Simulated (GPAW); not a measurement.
# CsGeCl3 (R3m): G0W0 on several meshes in GPAW

Aim: the GW shift of CsGeCl3 (R3m) against the k mesh.

Method: LDA and many-body steps on it, plane waves, in GPAW 26.7.0.

### 1. Starting point

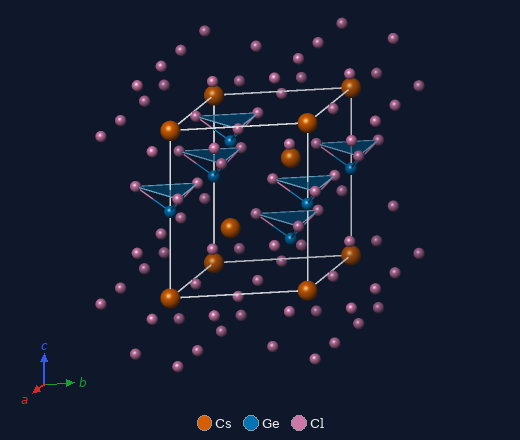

The cell as given, slightly off an axis (caesium orange, germanium blue, chlorine pink). This picture shows the conventional cell, with its axes. Some periodic images of atoms are drawn too.

Structure file:

```xyz
5
Lattice="3.8468 2.2210 3.1783 -3.8468 2.2210 3.1783 0.0000 -4.4419 3.1783" Properties=species:S:1:pos:R:3 pbc="T T T"
Cs    0.0000    0.0000    9.5197
Ge    0.0000    0.0000    4.9156
Cl    0.0000   -2.0074    6.1725
Cl   -1.7385    1.0037    6.1725
Cl    1.7385    1.0037    6.1725
```

The cell and positions are those that the Materials Project relaxed with its own functionals (PBE, PBE+U or r2SCAN), kept fixed. Spin-orbit coupling is left out unless a step names it.

### 2. Empty states on the mesh, 2×2×2 mesh, 558 bands

This step: GPAW 26.7.0; DFT, LDA, plane waves, PAW.

The sums over transitions need many empty states on a uniform mesh; this step solves for them.

run.py reads:

```python
import json
import numpy as np
from gpaw.mpi import world
from gpaw import GPAW

calc = GPAW('gs.gpw').fixed_density(kpts={'size': (2, 2, 2), 'gamma': True},
    parallel={'domain': 1, 'band': 1},
    txt='nscf.txt')
calc.diagonalize_full_hamiltonian(nbands=558)
calc.write('full.gpw', mode='all')
res = {}
kpts = calc.get_ibz_k_points()
res['kpts'] = kpts
res['eigenvalues'] = [calc.get_eigenvalues(kpt=k) for k in range(len(kpts))]
res['n_electrons'] = calc.get_number_of_electrons()

if world.rank == 0:
    with open('result.json', 'w') as f:
        json.dump(res, f, default=lambda x: x.tolist())
```

On the command line:

```
$ mpirun -n 4 gpaw python run.py
```

Numbers of over 12 decimals in the logs are rounded to 6 here.

The log of the run:

```text
Diagonalizing LCAO Hamiltonian
Converting LCAO to pw mode
convergence criteria:
- Maximum integral of absolute [eigenst]ate change: 4e-08 eV^2 / valence electron
maximum number of iterations: 100

SCF iterations
|iter     |     time |      energy | eigst |  dens |
|iter:   1|  |             | +0.80 |       |
|iter:   2|  |             | -0.40 |       |
|iter:   3|  |             | -1.17 |       |
[...]
|iter:  14|  |             | -6.36 |       |
|iter:  15|  |             | -6.99 |       |
|iter:  16|  |             | -7.55c|       |
SCF steps: 16
  __  _  _
 | _ |_)|_||  |
 |__||  | ||/\| - 26.7.0

Input parameters:
  mode=PW(ecut=450.000000),
  convergence={'density': 1e-06, 'bands': -3},
  gpts=array([27, 27, 27]),
  kpts=MonkhorstPack(size=(2, 2, 2), gamma=True),
  maxiter=100,
  nbands=25,
  occupations=Occupations(name='fermi-dirac', width=0.001, fixmagmom=False),
  parallel={'domain': 1, 'band': 1},
  xc=XC(name='LDA')
Matrix size: 3533x3533
# Writing to full.gpw (mode='all')
  [... matrices ...]

timing:  # [seconds]
  Total: 40.574  # ━━━━━━━━━━━━━━━━━━━━━━━━━━━━━━━━━━━━━━━━━━━━━━━━━━━━━━━━━━
```

Elapsed: 45 s, on 4 MPI ranks of Arm Neoverse V2, shared host; peak memory 3.9 GiB; 3 min of CPU time.

Numbers from this step:

```yaml
gap: 1.948 eV
k_of_the_valence_top: 0.5, 0.5, 0.5
k_of_the_conduction_bottom: 0.5, 0.5, 0.5
least_direct_gap: 1.948 eV
k_points_computed: 4
lowest_point_of_the_top_converged_band_above_the_valence_top: 121.7354 eV
```

On this mesh the gap is 1.948 eV.

### 3. 2×2×2

Now the one-shot GW correction: screening in the RPA, then the self-energy of the levels asked for.

This step: G0W0 on LDA, plane waves, PAW.

run.py reads:

```python
import json
import numpy as np
from gpaw.mpi import world
from gpaw.response.g0w0 import G0W0

gw = G0W0('full.gpw',
    filename='gw',
    kpts=[0, 3],
    bands=(15, 19),
    ecut=39,
    nbands=90,
    integrate_gamma='WS',
    ppa=True)
gw.calculate()
res = {mode: {k: v for k, v in r.items() if k != 'sigma_eskwn'}
       for mode, r in gw.all_results.items()}

if world.rank == 0:
    with open('result.json', 'w') as f:
        json.dump(res, f, default=lambda x: x.tolist())
```

On the command line:

```
$ mpirun -n 4 gpaw python run.py
```

The log of the run:

```text
Using integrator: PointIntegrator
FrequencyGridDescriptor(from 0.000+0.000j to 0.000+27.211j eV, 2 points)
Nonperiodic BCs:  [False False False]
Using integrator: PointIntegrator
FrequencyGridDescriptor(from 0.000+0.000j to 0.000+27.211j eV, 2 points)
Nonperiodic BCs:  [False False False]
  ___  _ _ _
 |   || | | |
 | | || | | |
 |__ ||_____|
 |___|

BZ k-points: Symmetries present (total): 6

  [... matrices ...]
8 k-points: 2 x 2 x 2 Monkhorst-Pack grid + [1/4,1/4,1/4]
4 k-points in the irreducible part of the Brillouin zone
       k-points in crystal coordinates                weights
   0:     0.00000000    0.00000000    0.00000000          1/8
   1:     0.50000000    0.00000000    0.00000000          3/8
   2:     0.50000000    0.50000000    0.00000000          3/8
   3:     0.50000000    0.50000000    0.50000000          1/8

Distributing spins, k-points and bands (1 x 2 x 4) over 4 processes
Number of blocks: 1

Quasi particle states:
k-points (IBZ indices): [0, 3]
Band range: (15, 19)
  [... matrices ...]
Computational parameters:
Plane wave cut-off: 39 eV
Number of bands: 90
Coulomb cutoff: None
Broadening: 0.1 eV

fxc modes: GW
Kernel: RPA
Using Godby-Needs plasmon-pole approximation:
  Fitting energy: i*E0, E0 = 1.000 Hartree
Summing all q:

Calculating screened Coulomb potential
No Coulomb truncation
FrequencyGridDescriptor(from 0.000+0.000j to 0.000+27.211j eV, 2 points)
Removing empty qpoint cache files...

Calculating chi0 body with:
    Ground state adapter containing:
    Number of spins: 1
    Number of kpoints: 8
    Number of irreducible kpoints: 4
    Number of completely occupied states: 17
    Number of partially occupied states: 17
    Occupied states memory: 5.105759 M / cpu

    Linear response parametrization:
    q_c: [0.0, 0.0, 0.0]
    Number of frequency points: 2
    Planewave cutoff: 39.0
    Number of bands: 90
    Number of planewaves: 81
    Broadening (eta): 1e-06
    comm.size: 4
    kncomm.size: 4
    blockcomm.size: 1

    Memory estimate of potentially large arrays:
        chi0_wGG: 0.200226 M / cpu
Integrating chi0 body.

Symmetries of q_c:
    Direct symmetries (Uq -> q): 6
    Indirect symmetries (TUq -> q): 6
In total 12 allowed symmetries.

  [... matrices ...]
4 groups of equivalent kpoints. 50.0% reduction.

Integral kind: response function
Integrating chi0 head and wings.

Symmetries of q_c:
    Direct symmetries (Uq -> q): 6
    Indirect symmetries (TUq -> q): 6
In total 12 allowed symmetries.

  [... matrices ...]
4 groups of equivalent kpoints. 50.0% reduction.

Integral kind: response function wings

Calculating chi0 body with:
    Ground state adapter containing:
    Number of spins: 1
    Number of kpoints: 8
    Number of irreducible kpoints: 4
    Number of completely occupied states: 17
    Number of partially occupied states: 17
    Occupied states memory: 5.105759 M / cpu

    Linear response parametrization:
[... the further q-points ...]

Results:
f:      Occupation numbers
eps:     KS-eigenvalues [eV]
vxc:     KS vxc [eV]
exx:     Exact exchange [eV]
sigma:   Self-energies [eV]
dsigma:  Self-energy derivatives
Z:       Renormalization factors
qp:      QP-energies [eV]

k-point 0 (0): (0.000, 0.000, 0.000)                GW
band       f     eps     vxc     exx   sigma  dsigma       Z      qp
                                                                   GW
  15   1.000   0.082 -16.620 -20.747   3.307  -0.270   0.788  -0.563
  16   1.000   0.276 -16.384 -20.099   3.015  -0.268   0.789  -0.276
  17   0.000   5.796  -8.582  -4.197  -3.220  -0.183   0.845   6.780
  18   0.000   6.668  -7.933  -3.595  -3.087  -0.180   0.848   7.729

k-point 1 (3): (0.500, 0.500, 0.500)                GW
band       f     eps     vxc     exx   sigma  dsigma       Z      qp
                                                                   GW
  15   1.000   0.420 -16.842 -21.033   3.359  -0.271   0.787  -0.235
  16   1.000   2.598 -16.909 -18.910   1.990  -0.245   0.803   2.590
  17   0.000   4.546 -13.256  -8.513  -2.886  -0.220   0.820   6.069
  18   0.000   4.547 -12.302  -7.641  -2.927  -0.221   0.819   5.966
```

The job ended after 7.8 s (4 MPI ranks; peak memory 1.3 GiB).

This step gave:

* G0W0 gap on the points computed: 3.377 eV
* least direct G0W0 gap on the computed points: 3.377 eV
* Z at the valence top: 0.8033
* Z at the conduction bottom: 0.8189
* starting gap on the mesh: 1.948 eV
* k of the valence top: 0.5, 0.5, 0.5
* k of the conduction bottom: 0.5, 0.5, 0.5

The gap on the mesh goes from 1.95 eV to 3.38 eV, a correction of +1.43 eV.

### 4. Empty states on the mesh, 4×4×4 mesh, 100 bands

This step: DFT, LDA, plane waves, PAW.

run.py reads:

```python
import json
import numpy as np
from gpaw.mpi import world
from gpaw import GPAW

calc = GPAW('gs.gpw').fixed_density(kpts={'size': (4, 4, 4), 'gamma': True},
    nbands=116,
    convergence={'bands': 100},
    txt='nscf.txt')
calc.write('full.gpw', mode='all')
res = {}
kpts = calc.get_ibz_k_points()
res['kpts'] = kpts
res['eigenvalues'] = [calc.get_eigenvalues(kpt=k) for k in range(len(kpts))]
res['n_electrons'] = calc.get_number_of_electrons()

if world.rank == 0:
    with open('result.json', 'w') as f:
        json.dump(res, f, default=lambda x: x.tolist())
```

On the command line:

```
$ mpirun -n 4 gpaw python run.py
```

The log of the run:

```text
Diagonalizing LCAO Hamiltonian
Converting LCAO to pw mode
convergence criteria:
- Maximum integral of absolute [eigenst]ate change: 4e-08 eV^2 / valence electron
maximum number of iterations: 100

SCF iterations
|iter     |     time |      energy | eigst |  dens |
|iter:   1|  |             | +3.79 |       |
|iter:   2|  |             | +2.59 |       |
|iter:   3|  |             | +1.53 |       |
[...]
|iter:  13|  |             | -6.75 |       |
|iter:  14|  |             | -7.01 |       |
|iter:  15|  |             | -7.56c|       |
SCF steps: 15
  __  _  _
 | _ |_)|_||  |
 |__||  | ||/\| - 26.7.0

Input parameters:
  mode=PW(ecut=450.000000),
  convergence={'bands': 100},
  gpts=array([27, 27, 27]),
  kpts=MonkhorstPack(size=(4, 4, 4), gamma=True),
  maxiter=100,
  nbands=116,
  occupations=Occupations(name='fermi-dirac', width=0.001, fixmagmom=False),
  parallel={},
  xc=XC(name='LDA')
# Writing to full.gpw (mode='all')
  [... matrices ...]

timing:  # [seconds]
  Total: 0.050  # ━━━━━━━━━━━━━━━━━━━━━━━━━━━━━━━━━━━━━━━━━━━━━━━━━━━━━━━━━━━
```

Run time: 43 s. Hardware: 4 MPI ranks; peak memory 0.9 GiB; 2.9 min of CPU time.

Numbers from this step:

```
gap                                                           : 1.948 eV
k of the valence top                                          : 0.5, 0.5, 0.5
k of the conduction bottom                                    : 0.5, 0.5, 0.5
least direct gap                                              : 1.948 eV
k points computed                                             : 13
lowest point of the top converged band, above the valence top : 31.47 eV
```

On this mesh the gap is 1.948 eV.

### 5. 4×4×4

This step: G0W0 on LDA, plane waves, PAW.

run.py reads:

```python
import json
import numpy as np
from gpaw.mpi import world
from gpaw.response.g0w0 import G0W0

gw = G0W0('full.gpw',
    filename='gw',
    kpts=[0, 12],
    bands=(15, 19),
    ecut=39,
    nbands=90,
    integrate_gamma='WS',
    ppa=True)
gw.calculate()
res = {mode: {k: v for k, v in r.items() if k != 'sigma_eskwn'}
       for mode, r in gw.all_results.items()}

if world.rank == 0:
    with open('result.json', 'w') as f:
        json.dump(res, f, default=lambda x: x.tolist())
```

On the command line:

```
$ mpirun -n 4 gpaw python run.py
```

The log of the run:

```text
Using integrator: PointIntegrator
FrequencyGridDescriptor(from 0.000+0.000j to 0.000+27.211j eV, 2 points)
Nonperiodic BCs:  [False False False]
Using integrator: PointIntegrator
FrequencyGridDescriptor(from 0.000+0.000j to 0.000+27.211j eV, 2 points)
Nonperiodic BCs:  [False False False]
  ___  _ _ _
 |   || | | |
 | | || | | |
 |__ ||_____|
 |___|

BZ k-points: Symmetries present (total): 6

  [... matrices ...]
64 k-points: 4 x 4 x 4 Monkhorst-Pack grid + [1/8,1/8,1/8]
13 k-points in the irreducible part of the Brillouin zone
       k-points in crystal coordinates                weights
   0:     0.00000000    0.00000000    0.00000000          1/64
   1:     0.25000000    0.00000000   -0.25000000          6/64
   2:     0.25000000    0.00000000    0.00000000          6/64
[...]
9:     0.50000000    0.25000000    0.25000000          6/64
          ...
  12:     0.50000000    0.50000000    0.50000000          1/64

Distributing spins, k-points and bands (1 x 2 x 4) over 4 processes
Number of blocks: 1

Quasi particle states:
k-points (IBZ indices): [0, 12]
Band range: (15, 19)
  [... matrices ...]
Computational parameters:
Plane wave cut-off: 39 eV
Number of bands: 90
Coulomb cutoff: None
Broadening: 0.1 eV

fxc modes: GW
Kernel: RPA
Using Godby-Needs plasmon-pole approximation:
  Fitting energy: i*E0, E0 = 1.000 Hartree
Summing all q:

Calculating screened Coulomb potential
No Coulomb truncation
FrequencyGridDescriptor(from 0.000+0.000j to 0.000+27.211j eV, 2 points)
Removing empty qpoint cache files...

Calculating chi0 body with:
    Ground state adapter containing:
    Number of spins: 1
    Number of kpoints: 64
    Number of irreducible kpoints: 13
    Number of completely occupied states: 17
    Number of partially occupied states: 17
[...]
q_c: [0.0, 0.0, 0.0]
    Number of frequency points: 2
    Planewave cutoff: 39.0
    Number of bands: 90
    Number of planewaves: 81
    Broadening (eta): 1e-06
    comm.size: 4
    kncomm.size: 4
    blockcomm.size: 1

    Memory estimate of potentially large arrays:
        chi0_wGG: 0.200226 M / cpu
Integrating chi0 body.

Symmetries of q_c:
    Direct symmetries (Uq -> q): 6
    Indirect symmetries (TUq -> q): 6
In total 12 allowed symmetries.

  [... matrices ...]
13 groups of equivalent kpoints. 79.6875% reduction.

Integral kind: response function
Integrating chi0 head and wings.

Symmetries of q_c:
    Direct symmetries (Uq -> q): 6
    Indirect symmetries (TUq -> q): 6
In total 12 allowed symmetries.

  [... matrices ...]
13 groups of equivalent kpoints. 79.6875% reduction.

Integral kind: response function wings

Calculating chi0 body with:
    Ground state adapter containing:
    Number of spins: 1
    Number of kpoints: 64
    Number of irreducible kpoints: 13
    Number of completely occupied states: 17
    Number of partially occupied states: 17
    Occupied states memory: 5.105759 M / cpu

[... the further q-points ...]

Results:
f:      Occupation numbers
eps:     KS-eigenvalues [eV]
vxc:     KS vxc [eV]
exx:     Exact exchange [eV]
sigma:   Self-energies [eV]
dsigma:  Self-energy derivatives
Z:       Renormalization factors
qp:      QP-energies [eV]

k-point 0 (0): (0.000, 0.000, 0.000)                GW
band       f     eps     vxc     exx   sigma  dsigma       Z      qp
                                                                   GW
  15   1.000   0.082 -16.620 -20.746   3.228  -0.265   0.791  -0.628
  16   1.000   0.276 -16.384 -20.130   2.998  -0.265   0.791  -0.315
  17   0.000   5.796  -8.582  -4.215  -3.043  -0.170   0.855   6.926
[...]
k-point 1 (12): (0.500, 0.500, 0.500)                GW
band       f     eps     vxc     exx   sigma  dsigma       Z      qp
                                                                   GW
[...]
17   0.000   4.546 -13.256  -8.789  -2.646  -0.211   0.825   6.050
  18   0.000   4.547 -12.302  -7.923  -2.700  -0.213   0.824   5.931
```

It took 63 s on 4 MPI ranks; peak memory 1.6 GiB; 4.2 min of CPU time.

This step gave:

```
G0W0 gap on the points computed              : 3.202 eV
least direct G0W0 gap on the computed points : 3.202 eV
Z at the valence top                         : 0.8087
Z at the conduction bottom                   : 0.8242
starting gap on the mesh                     : 1.948 eV
k of the valence top                         : 0.5, 0.5, 0.5
k of the conduction bottom                   : 0.5, 0.5, 0.5
```

Against G0W0 in GPAW (2×2×2 mesh, 90 bands, screening to 39 eV, Godby-Needs plasmon pole), the gap moves by −0.175 eV.

### 6. Side by side

Times are wall times on 4 MPI ranks of Arm Neoverse V2, shared host, good to a factor of about two.

```tsv
run	mesh	bands	screening cutoff (eV)	DFT gap (eV)	gap on the mesh (eV)	direct (eV)	time
2×2×2	2×2×2	90	39	1.948	3.377	3.377	7.8 s
4×4×4	4×4×4	90	39	1.948	3.202	3.202	63 s
```

### 7. What came out

| Property | Result |
| --- | --- |
| 2×2×2 | 3.377 eV |
| 4×4×4 | 3.202 eV |
| known limits | not at the basis limit; no spin-orbit coupling; coarse k mesh |

4×4×4: −0.175 eV against 2×2×2. Bands and cutoff are finite, so the gap is not at the basis limit. The miss can reach some tenths of an eV and take either sign; the mesh is an error of its own. These stock PAW sets were not made for GW; the filled d or f shell of Ge lies in the frozen core, which bears on start and correction. In the G0W0 runs levels were corrected at 2 k points alone, so a gap called «on the mesh» is the least over those, and an edge elsewhere would be missed. The 2×2×2 mesh is coarse for this cell, which bears on the long-range parts of exchange and screening. Mesh or cutoff lie under what a gap needs, so these runs test behaviour and cost; their gaps are not to be quoted. The many-body steps are scalar-relativistic: spin-orbit coupling is not in them.

[Paths, hosts, dates, memory and timing lines, banners, echoed tables and standing remarks are left out of the program output.]

[Logs are printed without paths, hosts, clocks, repeated set-up lines and the standing remarks that a program may print on its own settings, such as how far it seeks lower states.]

[Runs of the session that timed out or met a known fault of the program may be left out.]

[Hosts, paths, dates, database ids (printed as entryN), source tags and the programs' standing remarks are cut or masked in the printed files.]
